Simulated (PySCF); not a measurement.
**AsI₃: structure of the singlet**

The task is one start of a wider search on AsI₃: the singlet, from a trigonal pyramidal start. It is relaxed, tested by its Hessian and followed downhill if it is a saddle.

Method: PBE0, basis As def2-SVP, I def2-SVP with ECP28, scalar-relativistic core potentials, no spin–orbit coupling, density fitting; program: PySCF 2.14.0.

### 1 The system as given

4 atoms, charge 0, spin multiplicity 1.

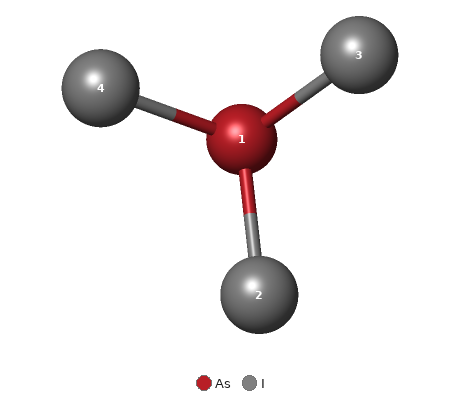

The starting geometry (arsenic red, iodine grey); atoms are numbered from 1 in the order of the file.

Z-matrix (Å, degrees; charge 0 multiplicity 1):
```
As
I  1 2.5400
I  1 2.5400 2 99.75
I  1 2.5400 2 99.75 3 -101.77
```

### 2 Relaxation: trigonal pyramidal start, singlet

The steps below are one call of a driver around PySCF. For each, scf.py gives the equivalent set-up of the SCF; relaxations use the driver's own optimiser. Before each start the driver seeks the lowest SCF state from one or more starting densities and follows internal instabilities, so scf.py alone need not reach the same state.

The program finds C3v symmetry in the start, which this walk keeps. The walk stops when the largest gradient is under 0.0003 Eh/bohr and the energy has settled too.

The input, scf.py:

```python
from pyscf import gto, scf, dft
mol = gto.M(atom='''
As     0.000000     0.000000    -0.996413
I      2.242663     0.000003     0.196088
I     -1.121334     1.942202     0.196087
I     -1.121329    -1.942205     0.196086''',
    basis={'As': 'def2-SVP', 'I': 'def2-SVP'},
    ecp={'I': 'def2-SVP'},
    charge=0, spin=0)
mf = dft.RKS(mol, xc='PBE0')
mf.grids.atom_grid = (50, 194)
aux = {'As': 'def2-universal-JKFIT', 'I': 'def2-universal-JKFIT'}
mf = mf.density_fit(auxbasis=aux)
mf.kernel()
```

Steps of the walk:

| step | energy (Eh) | change (kJ/mol) | largest symmetric gradient (Eh/bohr) |
| --- | --- | --- | --- |
| 0 | -3128.561305 | 0.00 | 0.00732 |
| 1 | -3128.561963 | -1.73 | 0.00393 |
| 2 | -3128.562300 | -2.61 | 0.00020 |
| 3 | -3128.562302 | -2.62 | 0.00005 |

The walk ran for 15 s (4 threads, shared host).

Geometry (Å) and forces (eV/Å) at some steps, with the part that breaks the symmetry left in:

```
step 0
As   0.000   0.000  -0.996   0.020   0.000  -0.169
I    2.243   0.000   0.196   0.366   0.000   0.049
I   -1.121   1.942   0.196  -0.193   0.329   0.060
I   -1.121  -1.942   0.196  -0.193  -0.329   0.060
step 1
As   0.000   0.000  -0.984   0.021   0.000  -0.051
I    2.265   0.000   0.192   0.191   0.000   0.012
I   -1.133   1.962   0.192  -0.106   0.179   0.019
I   -1.133  -1.962   0.192  -0.106  -0.179   0.019
step 2
As   0.000   0.000  -0.960   0.019   0.000   0.010
I    2.297   0.000   0.184  -0.005   0.000  -0.005
I   -1.148   1.989   0.184  -0.007   0.011  -0.003
I   -1.148  -1.989   0.184  -0.007  -0.011  -0.003
step 3
As   0.000   0.000  -0.958   0.019   0.000   0.003
I    2.299   0.000   0.183  -0.013   0.000  -0.002
I   -1.149   1.991   0.183  -0.003   0.004   0.000
I   -1.149  -1.991   0.183  -0.003  -0.004   0.000
```

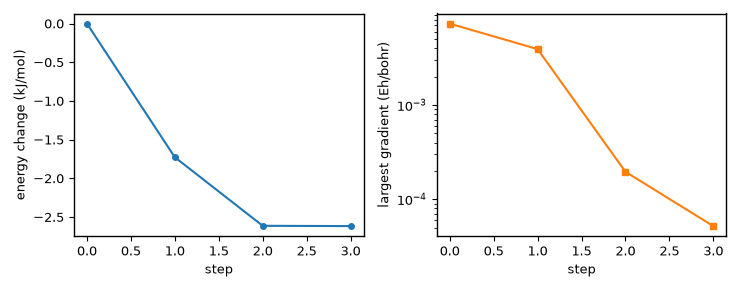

How energy and gradient fall.

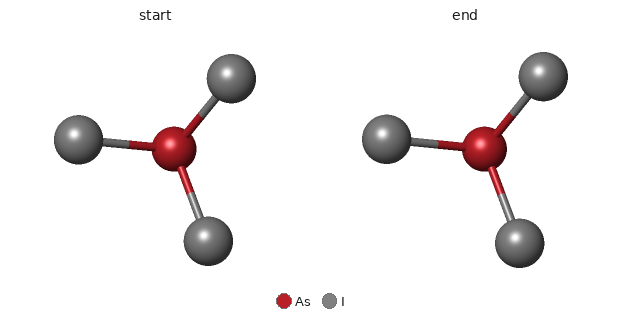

Start and end of the relaxation.

End point (C3v, 3 steps, 2.6 kJ/mol gained): As–I 2.567 Å (×3); I–As–I 101.7° (×3).

### 3 Frequencies

On the finer grid the gradient is checked again; gradients at displacements of ±0.01 bohr then give force constants and infrared intensities.

scf.py, as its differences from that of step 2:

```diff
@@ -3,4 +3,4 @@
-As     0.000000     0.000000    -0.996413
-I      2.242663     0.000003     0.196088
-I     -1.121334     1.942202     0.196087
-I     -1.121329    -1.942205     0.196086''',
+As     0.000000     0.000000    -0.952815
+I      2.298793     0.000003     0.187389
+I     -1.149400     1.990812     0.187388
+I     -1.149394    -1.990815     0.187388''',
@@ -11 +11 @@
-mf.grids.atom_grid = (50, 194)
+mf.grids.atom_grid = (75, 302)
```

The driver hands on the density of the step before, so the log starts near convergence.

Log of the central SCF (cycles and frontier levels):

```text
init E= -3128.56227478507
  HOMO = -0.275235041483672  LUMO = -0.112456506643546  gap/eV = 4.42943
cycle= 1 E= -3128.56227478505  delta_E= 2.27e-11  |g|= 1.09e-05  |ddm|= 2.36e-05
  HOMO = -0.275233796124657  LUMO = -0.112453998179328  gap/eV = 4.42946
cycle= 2 E= -3128.56227478491  delta_E= 1.4e-10  |g|= 2.12e-05  |ddm|= 4.51e-05
  HOMO = -0.275234518806333  LUMO = -0.112455510228874  gap/eV = 4.42944
cycle= 3 E= -3128.56227478509  delta_E= -1.77e-10  |g|= 1.77e-06  |ddm|= 2.98e-05
  HOMO = -0.275234570154856  LUMO = -0.11245558418848  gap/eV = 4.42944
cycle= 4 E= -3128.56227478509  delta_E= -5.46e-12  |g|= 4.94e-08  |ddm|= 1.54e-06
  HOMO = -0.275234569988301  LUMO = -0.112455581882126  gap/eV = 4.42944
Extra cycle  E= -3128.56227478508  delta_E= 1e-11  |g|= 5.33e-08  |ddm|= 1.83e-07
converged SCF energy = -3128.56227478508
```

The whole step took 38 s.

Geometry: C3v; As–I 2.566 Å (×3); I–As–I 101.8° (×3).

Harmonic modes (main isotopes):

```
symmetry  ω (cm⁻¹)  IR (km/mol)
       e        68          0.0
      a1        94          0.0
      a1       229          3.1
       e       235         85.1
```

No imaginary mode, so this is a minimum.

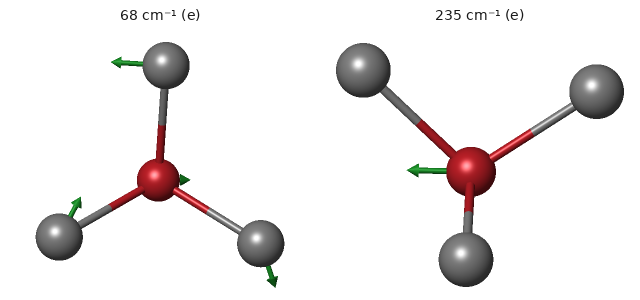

How the atoms move in 2 of the modes.

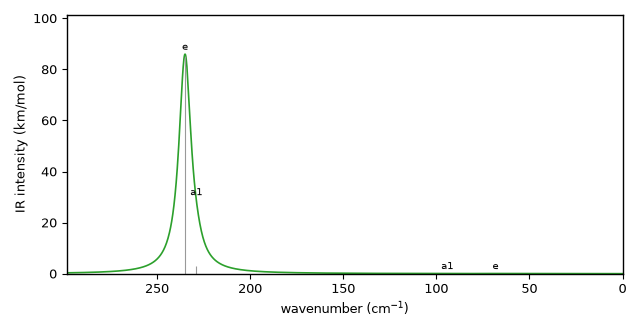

The harmonic infrared spectrum (widths in cm⁻¹). Lines are broadened to a width of 8 cm⁻¹ (Lorentzian).

Constants and moments:

```
Dipole moment                                                   : 0.64 D
Highest occupied level                                          : -7.49 eV
Lowest empty level                                              : -3.06 eV
Rotational constants                                            : 0.0155, 0.0155, 0.008379 cm⁻¹
Zero-point energy                                               : 5.6 kJ/mol
Principal polarisabilities                                      : 71.9, 135.5, 135.5 bohr³
Atomisation energy without zero-point energy                    : 643 kJ/mol
Principal traceless quadrupole moments about the centre of mass : -0.05, -0.05, 0.09 D Å
Entropy at 298.15 K and 1 bar                                   : 387.8 J/(mol K)
Heat capacity Cp at 298.15 K                                    : 80.4 J/(mol K)
Enthalpy at 298.15 K above 0 K                                  : 20.08 kJ/mol
Rotational symmetry number                                      : 3
```

Populations by atom (charges in e):

| atom | Mulliken | Löwdin | polar tensor | Mayer order to As1 |
| --- | --- | --- | --- | --- |
| As1 | 0.16 | 0.07 | 1.14 | – |
| I2,3,4 | -0.05 | -0.02 | -0.38 | 1.06 |

Outer orbital energies (eV). occupied: -10.73, -9.78, -8.36, -8.36, -7.76, -7.76, -7.59, -7.49; empty: -3.06, -2.29, -2.29, 5.25.

Mulliken populations on As1: s 7.90, p 14.75, d 10.19.

### 4 What came out

```
                                 quantity                                  value
                                  minimum                           singlet, C3v
                                 geometry  As–I 2.566 Å (×3); I–As–I 101.8° (×3)
                       wavenumbers (cm⁻¹)     68 (e), 94 (a1), 229 (a1), 235 (e)
                            dipole moment                                 0.64 D
     highest occupied, lowest empty level                        -7.49, -3.06 eV
               polar-tensor charge of As1                                +1.14 e
                        zero-point energy                             5.6 kJ/mol
                      entropy at 298.15 K                        387.8 J/(mol K)
atomisation energy (no zero-point energy)                             643 kJ/mol
```

**Reading.** The trigonal pyramidal start keeps its C3v symmetry and ends in a minimum. In the infrared the band at 235 cm⁻¹ (e) leads. Only this shape and spin were tried, so other structures or states may lie lower. The soft modes, below some 90 cm⁻¹, carry numerical noise of tens of cm⁻¹, and the entropy with them. Spin–orbit coupling is left out.

The search up to here took 55 s.
